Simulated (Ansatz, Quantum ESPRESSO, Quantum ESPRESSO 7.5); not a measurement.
# Band edges of Y2COS MXene, 1 layer under strain

Wanted: deformation of the bands of Y2COS MXene, 1 layer, driven from Python.

Program: Quantum ESPRESSO 7.5. Level of theory: plane-wave DFT, PBE, GBRV ultrasoft pseudopotentials (geometry by Ansatz 0.2.0 with PAW datasets; geometry under PBE). Results are calculated unless marked as measured.

## (1) Starting point

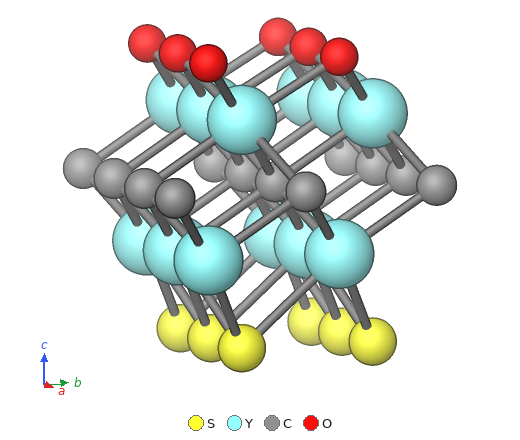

The cell as given, from the side, with the c axis up (sulfur yellow, yttrium teal, carbon grey, oxygen red). 3×2×1 cells are drawn. Some periodic images of atoms are drawn too.

The cell holds 5 atoms: 1 S, 2 Y, 1 C and 1 O. Cell: a = 3.478 Å, b = 3.478 Å, c = 20.897 Å, α = 90.0°, β = 90.0°, γ = 120.0°. It derives from Y2COS. Vacuum lies along c.

## (2) Relaxation with Ansatz

The geometry comes first, from a plane-wave PAW code, so that the later runs on this slab share one structure.

The input, input.yaml:

```yaml
crystal:
  lattice:
    - [3.47776, 0.0, 0.0]
    - [-1.73888, 3.0118285083, 0.0]
    - [0.0, 0.0, 20.8972203095]
  atoms:
    - { symbol: S, position: [0.3333333333, 0.6666666667, 0.3588994081] }
    - { symbol: "Y", position: [0.6666666667, 0.3333333333, 0.4495177948] }
    - { symbol: C, position: [0.0, 0.0, 0.5151835351] }
    - { symbol: "Y", position: [0.3333333333, 0.6666666667, 0.5808492754] }
    - { symbol: O, position: [0.6666666667, 0.3333333333, 0.6411005919] }
kpoints:
  mp_grid: { grid: [12, 12, 1] }
hamiltonian:
  xc: pbe
scf:
  occupations: { method: fermi_dirac, width: 0.05 }
  convergence: { dr2_threshold: 1.0e-08 }
efield:
  axis: 3
  dipole_correction: true
  ramp_position: 0.97
  ramp_width: 0.04
relax:
  f_tol: 0.01
  cell: { fix: [c, alpha, beta] }
output:
  write_potential: true
  write_density: true
  volumetric_format: npy
```

Command:

```bash
ansatz run input.yaml --threads 2 --pin off --max-ram 4096MiB --backend cpu --events-out ev --progress --plain --runs-dir out
```

Numbers of over 12 decimals in the logs are rounded to 6 here.

The program printed:

```text
Warning: relax.cell: scf.convergence.dr2_threshold = 1e-8 eV is looser than the 5e-10 eV advised for a relaxation that steers and ends on the stress (1e-10 eV for each atom of the cell: 5). What an SCF threshold leaves in a stress goes as its square root, and in the free energy as the threshold itself, and one threshold admits the most on a small cell: [figures from the program's tests cut] Set scf.convergence.dr2_threshold to 5e-10 eV or tighter. The threshold is an SCF's pass mark: one that does not reach it within its budget of iterations ends unconverged, or closes short of it on a stop that the run arms, and scf.convergence.dr2_threshold's page says what that costs each kind of run
Engine: ansatz 0.2.0, aarch64-unknown-linux-gnu
Pseudopotentials: kind: paw
Pseudopotential: S, paw, valence charge 6, recommended cutoff 420 eV (normal), S.paw.azcp
Pseudopotential: Y, paw, valence charge 11, recommended cutoff 420 eV (normal), Y.paw.azcp
Pseudopotential: C, paw, valence charge 4, recommended cutoff 420 eV (normal), C.paw.azcp
Pseudopotential: O, paw, valence charge 6, recommended cutoff 420 eV (normal), O.paw.azcp
Functional definition: PBE
  parameter kappa = 0.804
  parameter beta = 0.066725
  exchange = pbe_x(kappa = kappa, mu = beta*pi^2/3)
  correlation = pbe_c(beta = beta)
Crystal: 5 atoms, lattice volume = 218.886 Å³
Basis set: ecut = 420 eV, 4275 PW (Γ), exchange–correlation on 48×48×288 points (8 copies of the dense FFT grid, shifted against one another)
Bands: 24, of which v1, the nominal top of the filled ones, is band 19 counted from 1 (18 counted from 0)
Symmetry: 6 space group operations
Space group: P3m1 (ITA 156), of the structure as read, at distance tolerance 6.0e-5 Å
k-points: 19 of 144 (time reversal used)
Non-local potential: S, projectors of the file, l = 0: 2, l = 1: 2, l = 2: 2
Non-local potential: Y, projectors of the file, l = 0: 3, l = 1: 2, l = 2: 2, l = 3: 1
Non-local potential: C, projectors of the file, l = 0: 2, l = 1: 2, l = 2: 1
Non-local potential: O, projectors of the file, l = 0: 2, l = 1: 2, l = 2: 1
PAW form: soft (Blöchl's): semilocal exchange-correlation on the pseudo side does not see the compensation charge
PAW one-centre angular grid: S, 110 points (default); XC on 64 Gauss nodes
PAW one-centre angular grid: Y, 590 points (default); XC on 64 Gauss nodes
PAW one-centre angular grid: C, 110 points (default); XC on 64 Gauss nodes
PAW one-centre angular grid: O, 110 points (default); XC on 64 Gauss nodes
Initial density: superposition of atomic densities (neutral atoms: chi_scale 0, normalization atom), corrected by the library's trained network
Initial wavefunctions: pseudopotential atomic-orbital guess
Functional: x = pbe(κ = 0.804, μ = 0.219515), c = pbe(β = 0.066725)
SCF iter   1: F=—  HF=-9420.138402 eV  |F-HF|=—  |Δ(HF+E_count)|=         —  Δρ=2.32e-2  dr2=1.44e1  ethr=1.77e-3  p=-0.016 e·Å  D=-1.32e-2 V/Å  ΔV_dip=0.28 eV  dr2_dipole=5.52e0  V_vac-E_F(+/−)=7.99/7.71 eV  ⟨swp⟩=8.7  Hψ=2613  notcnv=0
efield: sawtooth ramp at fractional position 0.9700 (set: `efield.ramp_position`, or a place that a band, a saddle search or an elastic batch's reference lends), width 0.0400; the density the first Hamiltonian is built on has a dipole p = -0.016 e·Å; the dipole correction subtracts the counter field D = -1.32e-2 V/Å, which shifts the + side's vacuum level by +0.28 eV against the − side's; the planar-averaged density in the ramp window peaks in size at 2.1e-5 e/Å³
preconditioner: auto → LDOS  [metal: Δε(μ)=0.027 eV  Ē_g=13.697 eV  σ=0.050 eV  W_gap=0.13  n_scr=12 (ndim 8)  ℏωp=14.6 eV  f_vac=0.577  D(μ)=4.61/eV (n_scr^D=12)  β→1.0]
SCF iter   2: F=—  HF=-9419.861474 eV  |F-HF|=—  |Δ(HF+E_count)|=   2.77e-1  Δρ=1.46e-2  dr2=7.50e-1  ethr=1.77e-3  p=-0.050 e·Å  D=-4.15e-2 V/Å  ΔV_dip=0.87 eV  dr2_dipole=5.27e-2  V_vac-E_F(+/−)=8.30/7.43 eV  ⟨swp⟩=3.1  Hψ=934  notcnv=0
SCF iter   3: F=—  HF=-9419.768885 eV  |F-HF|=—  |Δ(HF+E_count)|=   9.26e-2  Δρ=5.80e-3  dr2=1.55e-1  ethr=1.77e-3  p=-0.058 e·Å  D=-4.81e-2 V/Å  ΔV_dip=1.00 eV  dr2_dipole=5.52e-2  V_vac-E_F(+/−)=8.27/7.26 eV  ⟨swp⟩=1.4  Hψ=473  notcnv=0
SCF iter   4: F=—  HF=-9419.754006 eV  |F-HF|=—  |Δ(HF+E_count)|=   1.49e-2  Δρ=1.39e-3  dr2=9.99e-3  ethr=4.09e-4  p=-0.075 e·Å  D=-6.18e-2 V/Å  ΔV_dip=1.29 eV  dr2_dipole=2.20e-3  V_vac-E_F(+/−)=8.34/7.05 eV  ⟨swp⟩=2.0  Hψ=789  notcnv=0
SCF iter   5: F=—  HF=-9419.751808 eV  |F-HF|=—  |Δ(HF+E_count)|=   2.20e-3  Δρ=4.83e-4  dr2=1.07e-3  ethr=2.63e-5  p=-0.081 e·Å  D=-6.70e-2 V/Å  ΔV_dip=1.40 eV  dr2_dipole=1.48e-5  V_vac-E_F(+/−)=8.35/6.95 eV  ⟨swp⟩=2.0  Hψ=677  notcnv=0
SCF iter   6: F=—  HF=-9419.751833 eV  |F-HF|=—  |Δ(HF+E_count)|=   2.47e-5  Δρ=2.12e-4  dr2=1.92e-4  ethr=2.81e-6  p=-0.082 e·Å  D=-6.79e-2 V/Å  ΔV_dip=1.42 eV  dr2_dipole=6.45e-7  V_vac-E_F(+/−)=8.35/6.93 eV  ⟨swp⟩=2.1  Hψ=610  notcnv=0
SCF iter   7: F=—  HF=-9419.751848 eV  |F-HF|=—  |Δ(HF+E_count)|=   1.51e-5  Δρ=4.79e-5  dr2=1.34e-5  ethr=5.06e-7  p=-0.083 e·Å  D=-6.88e-2 V/Å  ΔV_dip=1.44 eV  dr2_dipole=1.26e-7  V_vac-E_F(+/−)=8.35/6.91 eV  ⟨swp⟩=2.0  Hψ=646  notcnv=0
SCF iter   8: F=—  HF=-9419.751818 eV  |F-HF|=—  |Δ(HF+E_count)|=   2.96e-5  Δρ=1.85e-5  dr2=1.64e-6  ethr=3.53e-8  p=-0.083 e·Å  D=-6.89e-2 V/Å  ΔV_dip=1.44 eV  dr2_dipole=2.90e-7  V_vac-E_F(+/−)=8.35/6.91 eV  ⟨swp⟩=2.4  Hψ=757  notcnv=0
SCF iter   9: F=—  HF=-9419.751942 eV  |F-HF|=—  |Δ(HF+E_count)|=   1.24e-4  Δρ=8.96e-6  dr2=5.63e-7  ethr=4.31e-9  p=-0.083 e·Å  D=-6.89e-2 V/Å  ΔV_dip=1.44 eV  dr2_dipole=4.52e-8  V_vac-E_F(+/−)=8.35/6.91 eV  ⟨swp⟩=1.5  Hψ=590  notcnv=0
SCF iter  10: F=—  HF=-9419.751942 eV  |F-HF|=—  |Δ(HF+E_count)|=   8.85e-8  Δρ=3.19e-6  dr2=5.79e-8  ethr=1.48e-9  p=-0.083 e·Å  D=-6.89e-2 V/Å  ΔV_dip=1.44 eV  dr2_dipole=4.79e-10  V_vac-E_F(+/−)=8.35/6.91 eV  ⟨swp⟩=1.1  Hψ=463  notcnv=0
SCF iter  11: F=-9419.751942 eV  HF=-9419.751942 eV  |F-HF|=6.85e-9  |Δ(HF+E_count)|=   6.02e-8  Δρ=8.64e-7  dr2=6.12e-9  ethr=2.63e-11  p=-0.083 e·Å  D=-6.89e-2 V/Å  ΔV_dip=1.44 eV  dr2_dipole=4.31e-10  V_vac-E_F(+/−)=8.35/6.91 eV  ⟨swp⟩=9.9  Hψ=3282  notcnv=0
SCF 1 converged in 11 iterations: F = -9419.751942 eV  dr2 = 6.12e-9
  greatest PAW one-centre occupation: 0.993 electrons in one spin orbital (limit 2), on the Y atom at site 3 (counted from 0), in its partial waves of l = 0
[...]
relax step   6: F+E_penalty+E_count = -9421.41736555 eV  Δ(F+E_penalty+E_count) = -1.659e-3 eV  max|allowed force component| = 2.072e-2 eV/Å  Δτ_max = 0.0160 Å  P = -0.053 GPa  Ω = 238.434 Å³  energy of the carried Pulay correction = -8.912e-3 eV  fix = [c, alpha, beta]  reactions: c -0.085 GPa  (9 SCF iters, accepted)
relax step   7: F+E_penalty+E_count = -9421.41749695 eV  Δ(F+E_penalty+E_count) = -1.314e-4 eV  max|allowed force component| = 4.930e-3 eV/Å  Δτ_max = 0.0021 Å  P = -0.016 GPa  Ω = 238.281 Å³  energy of the carried Pulay correction = -8.846e-3 eV  fix = [c, alpha, beta]  reactions: c -0.050 GPa  (7 SCF iters, accepted)
relax step   8: F+E_penalty+E_count = -9421.43264913 eV  Δ(F+E_penalty+E_count) = -1.515e-2 eV  max|allowed force component| = 4.180e-3 eV/Å  Δτ_max = 0.0000 Å  P = +0.078 GPa  Ω = 238.281 Å³  fix = [c, alpha, beta]  reactions: c +0.001 GPa  stress off target by 1.16e-1 GPa on what of the cell is left free  SCF on the basis re-selected at this cell (its energy is not comparable with the rows above)  (6 SCF iters)
relax step   9: F+E_penalty+E_count = -9421.43249041 eV  Δ(F+E_penalty+E_count) = +1.587e-4 eV  max|allowed force component| = 1.185e-2 eV/Å  Δτ_max = 0.0101 Å  P = +0.015 GPa  Ω = 239.238 Å³  energy of the carried Pulay correction = -4.140e-4 eV  fix = [c, alpha, beta]  reactions: c +0.038 GPa  (8 SCF iters, accepted)
relax step  10: F+E_penalty+E_count = -9421.43259140 eV  Δ(F+E_penalty+E_count) = -1.010e-4 eV  max|allowed force component| = 4.611e-4 eV/Å  Δτ_max = 0.0039 Å  P = +0.001 GPa  Ω = 239.105 Å³  energy of the carried Pulay correction = -3.554e-4 eV  fix = [c, alpha, beta]  reactions: c +0.002 GPa  (8 SCF iters, accepted)
iter 1 solved again at ethr=3.40e-7 eV; its pass at ethr=3.10e-3 eV (dr2=1.29e-4 eV) is discarded
SCF iter   1: F=—  HF=-9421.432655 eV  |F-HF|=—  |Δ(HF+E_count)|=         —  Δρ=1.50e-5  dr2=4.36e-8  ethr=3.40e-7  p=0.105 e·Å  D=7.93e-2 V/Å  ΔV_dip=-1.66 eV  dr2_dipole=2.46e-9  V_vac-E_F(+/−)=5.12/6.78 eV  ⟨swp⟩=4.0  Hψ=3704  notcnv=0
efield: sawtooth ramp at fractional position 0.9700 (set: `efield.ramp_position`, or a place that a band, a saddle search or an elastic batch's reference lends), width 0.0400; the density the first Hamiltonian is built on has a dipole p = 0.105 e·Å; the dipole correction subtracts the counter field D = 7.93e-2 V/Å, which shifts the + side's vacuum level by -1.66 eV against the − side's; the planar-averaged density in the ramp window peaks in size at 1.4e-6 e/Å³
eigensolver tolerance schedule: the retry pair's looser diagonalisation over-reported the residual by 2957.28 of it (diagonalisation noise at 0.48 of the residual, at the tolerance the schedule requests for it); recorded, not acted on — ethr = c·dr2/N_el stays at c = 1.0e-1
preconditioner: auto → LDOS  [metal: Δε(μ)=0.007 eV  Ē_g=13.900 eV  σ=0.050 eV  W_gap=0.04  n_scr=18 (ndim 8)  ℏωp=14.0 eV  f_vac=0.589  D(μ)=4.86/eV (n_scr^D=12)  β→1.0]
SCF iter   2: F=—  HF=-9421.432908 eV  |F-HF|=—  |Δ(HF+E_count)|=   2.54e-4  Δρ=2.77e-6  dr2=1.21e-8  ethr=1.15e-10  p=0.105 e·Å  D=7.93e-2 V/Å  ΔV_dip=-1.66 eV  dr2_dipole=3.66e-10  V_vac-E_F(+/−)=5.12/6.78 eV  ⟨swp⟩=3.5  Hψ=1186  notcnv=0
SCF iter   3: F=-9421.432908 eV  HF=-9421.432908 eV  |F-HF|=3.05e-7  |Δ(HF+E_count)|=   3.00e-7  Δρ=1.07e-6  dr2=2.77e-9  ethr=2.63e-11  p=0.105 e·Å  D=7.93e-2 V/Å  ΔV_dip=-1.66 eV  dr2_dipole=8.64e-11  V_vac-E_F(+/−)=5.12/6.78 eV  ⟨swp⟩=13.4  Hψ=3575  notcnv=0
SCF 11 converged in 3 iterations: F = -9421.432908 eV  dr2 = 2.77e-9
relax step  11: F+E_penalty+E_count = -9421.43290831 eV  Δ(F+E_penalty+E_count) = -3.169e-4 eV  max|allowed force component| = 4.670e-4 eV/Å  Δτ_max = 0.0000 Å  P = +0.002 GPa  Ω = 239.105 Å³  fix = [c, alpha, beta]  reactions: c +0.002 GPa  stress off target by 1.46e-3 GPa on what of the cell is left free  SCF on the basis re-selected at this cell (its energy is not comparable with the rows above)  (3 SCF iters)
basis re-selected at this cell: Δ(F+E_penalty+E_count) = -3.169e-4 eV, ΔP = +0.001 GPa vs the last step (what re-selecting the basis moved, of the pressure what is left beyond the Pulay correction that the steps carried, after the strain that the cell walked since its last selection, with what the two solves' SCF thresholds leave and, on support functions, any second-order correction that the steps lacked; it is no m [...]
WARN: The output density's exchange-correlation potential varies sharply where the density is thin. Do not read a vacuum level from v_tot or v_xc, or from such a field of the output density. On a cell that repeats whose density bears no net charge and no dipole along the vacuum's axis use v_es (v_loc + v_h of the components); under efield.dipole_correction with no amplitude use v_es + v_field, which holds any externa [...]
SCF converged after 3 iterations
Free energy (F): -9421.432908 eV
Harris-Foulkes:  -9421.432908 eV  (|F-HF|=3.05e-7)
Internal energy: -9421.394474 eV  (E = F + TS)
E sigma→0 (E₀):  -9421.413691 eV
Entropy (-TS):   -0.038434 eV (-7.687 meV/atom)
Fermi energy:    -0.649693 eV
Dipole field:    D = 0.079309 V/Å  (p = 0.104797 e·Å, saw-weighted, corrected)
Work function:   Φ+ = 5.1226 eV   Φ− = 6.7799 eV
Levels:          The Fermi level and band energies are counted from a zero that moves with the ramp; work functions are not
--- Per-component energies (eV) ---
  E_band       = -537.662254
  E_kinetic    = 976.741796
  E_local      = -19284.667796  (includes V_loc(G=0)·N_el)
  E_nonlocal   = 203.107900
  E_hartree    = 9180.170386
  E_xc         = -566.063955
  E_vxc        = -639.680169  (∫ρ·V_xc dr)
  E_paw        = -6507.000584  (= ΣΔE_a)
  E_vpaw       = -152.130030  (= ΣTr[D̂ρ^β])
  E_aug_tail   = 0.002435  (compensation charges beyond the density's cutoff)
  E_efield     = 0.004156  (sawtooth field / dipole correction)
  E_vefield    = -1.374656  (∫n·V_field dr)
  E_ewald      = 6576.311188
  E_smearing   = -0.038434  (= −TS)
  E_closure    = 0.000000  (closes the sum)
  Σ components = -9421.432908   (vs F -9421.432908, Δ=0.00e0)
--- Forces (eV/Å), atoms counted from 1 ---
  atom   1  S      0.00000000     0.00000000    -0.00046575
  atom   2  Y     -0.00000000    -0.00000000    -0.00015157
  atom   3  C      0.00000000    -0.00000000    -0.00011987
  atom   4  Y     -0.00000000    -0.00000000     0.00041610
  atom   5  O     -0.00000000     0.00000000     0.00032722
  max |Σ_I F_I| component: 6.12e-6 eV/Å
--- Stress (GPa, compression-positive) ---
        0.001463      -0.000000       0.000000
       -0.000000       0.001463       0.000000
        0.000000       0.000000       0.001686
  P = ⅓ Tr σ = 0.0015 GPa (0.015 kbar)
--- Band table (eV; the first three rows and the last of 19) ---
  k-point 0: bands = [... 15 lower, -1.4604, -1.4604, -0.6888, 0.2537, 0.2537, 3.1682, 3.3925, 3.4908, ... 1 higher]
  k-point 1: bands = [... 15 lower, -1.6878, -1.4435, -0.5024, -0.0993, 0.1334, 3.1685, 3.3809, 3.5485, ... 1 higher]
  k-point 2: bands = [... 15 lower, -1.9535, -1.4159, -0.9158, -0.2926, -0.1209, 2.8622, 3.6037, 3.7420, ... 1 higher]
  k-point 18: bands = [... 15 lower, -2.3839, -2.0798, -1.7646, -1.3375, -0.9710, 3.1958, 4.1516, 4.3070, ... 1 higher]
--- Relaxed structure (9 steps of the walk, 9 accepted, 2 SCFs on fresh bases) ---
  F+E_penalty+E_count = -9421.43290831 eV   max|allowed force component| = 4.670e-4 eV/Å   (the final SCF, on the basis selected at the relaxed cell)
  cell:  # Å, volume = 239.1045 Å³
    - [3.634832, 0, 0]
    - [-1.817416, 3.147857, 0]
    - [0, 0, 20.8972203095]
  atoms:
    - { symbol: S, position: [0.333333, 0.666667, 0.366743] }
    - { symbol: Y, position: [0.666667, 0.333333, 0.444291] }
    - { symbol: C, position: [0, 0, 0.510111] }
    - { symbol: Y, position: [0.333333, 0.666667, 0.595982] }
    - { symbol: O, position: [0.666667, 0.333333, 0.628423] }
```

Elapsed: 46 s, on 2 threads of Arm Neoverse V2, shared host; peak memory 0.49 GiB; 90 s of CPU time.

Step by step:

| step | energy less that of the first step (eV) | largest force component (eV/Å) | pressure (GPa) | volume (Å³) |
| --- | --- | --- | --- | --- |
| 1 | 0.0000 | 5.5117 | 2.06 | 218.89 |
| 2 | -1.2298 | 2.6183 | 1.27 | 221.78 |
| 3 | -1.6200 | 0.5353 | 1.43 | 231.26 |
| 4 | -1.6612 | 0.2489 | 0.08 | 237.67 |
| 5 | -1.6638 | 0.1492 | 0.08 | 237.72 |
| 6 | -1.6654 | 0.0207 | -0.05 | 238.43 |
| 7 | -1.6656 | 0.0049 | -0.02 | 238.28 |
| 8* | -1.6807 | 0.0042 | 0.08 | 238.28 |
| 9 | -1.6805 | 0.0119 | 0.02 | 239.24 |
| 10 | -1.6806 | 0.0005 | 0.00 | 239.10 |
| 11* | -1.6810 | 0.0005 | 0.00 | 239.10 |

Relaxation steps marked * repeat the geometry before them on a plane-wave basis chosen anew for their cell, so energy and pressure can jump there.

Forces are held to the 6 operations that the run works with; a distortion that breaks them can't arise in this run.

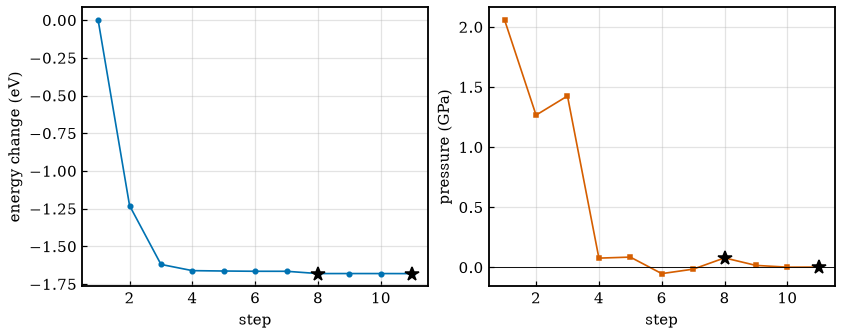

Energy and pressure along the relaxation. Stars mark steps on a basis chosen anew.

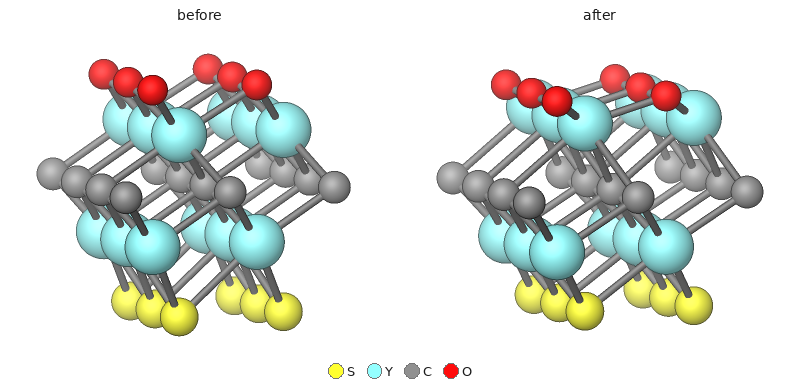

Before and after, at one scale.

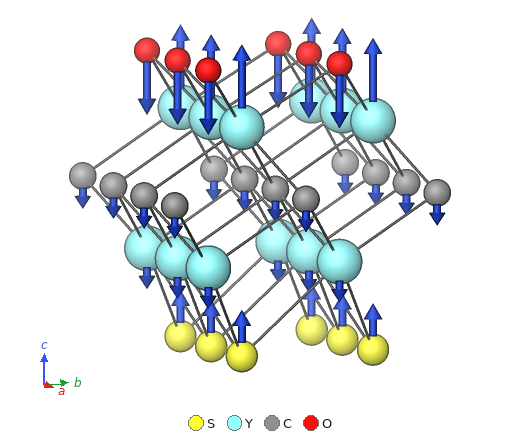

Displacements in the relaxation, exaggerated, measured against the changing cell; the longest in the cell stands for 0.32 Å. 3×2×1 cells are drawn. Some periodic images of atoms are drawn too.

| cell as run | before | after | change |
| --- | --- | --- | --- |
| a (Å) | 3.478 | 3.635 | +4.5 % |
| b (Å) | 3.478 | 3.635 | +4.5 % |

The atoms that moved most (Å, along periodic axes as changes of fractional coordinates times the final cell, across vacuum about the mean position):

```csv
atom,dx,dy,dz,length
Y4,0.000,0.000,0.316,0.316
O5,0.000,0.000,-0.265,0.265
S1,0.000,0.000,0.164,0.164
Y2,0.000,0.000,-0.109,0.109
C3,0.000,0.000,-0.106,0.106
```

Final coordinates:

```cif
data_structure
_symmetry_space_group_name_H-M 'P 1'
_symmetry_Int_Tables_number 1
_cell_length_a 3.6348
_cell_length_b 3.6348
_cell_length_c 20.8972
_cell_angle_alpha 90.000
_cell_angle_beta 90.000
_cell_angle_gamma 120.000
_cell_volume 239.10
loop_
_atom_site_label
_atom_site_type_symbol
_atom_site_fract_x
_atom_site_fract_y
_atom_site_fract_z
_atom_site_occupancy
S1 S 0.33333 0.66667 0.36674 1
Y2 Y 0.66667 0.33333 0.44429 1
C3 C 0.00000 0.00000 0.51011 1
Y4 Y 0.33333 0.66667 0.59598 1
O5 O 0.66667 0.33333 0.62842 1
```

Numbers from this step:

| Quantity | Value |
| --- | --- |
| free energy | -9421.4329 eV |
| energy at zero smearing | -9421.4137 eV |
| smearing term TS | 0.03843 eV |
| Fermi energy | -0.6497 eV |
| symmetry operations | 6 |
| work function of the upper face | 5.123 eV |
| work function of the lower face | 6.780 eV |
| dipole along the normal | 0.1048 e·Å |

[end of part 1 of 2]

[Logs are printed without paths, hosts, clocks, repeated set-up lines and the standing remarks that a program may print on its own settings, such as how far it seeks lower states.]

[Hosts, paths, dates, database ids (printed as entryN), source tags and the programs' standing remarks are cut or masked in the printed files.]

[Maps of the electrostatic potential energy from Ansatz leave out the sawtooth potential of an applied field or a dipole correction, so their vacuum need not be flat; planar profiles and work functions include it.]
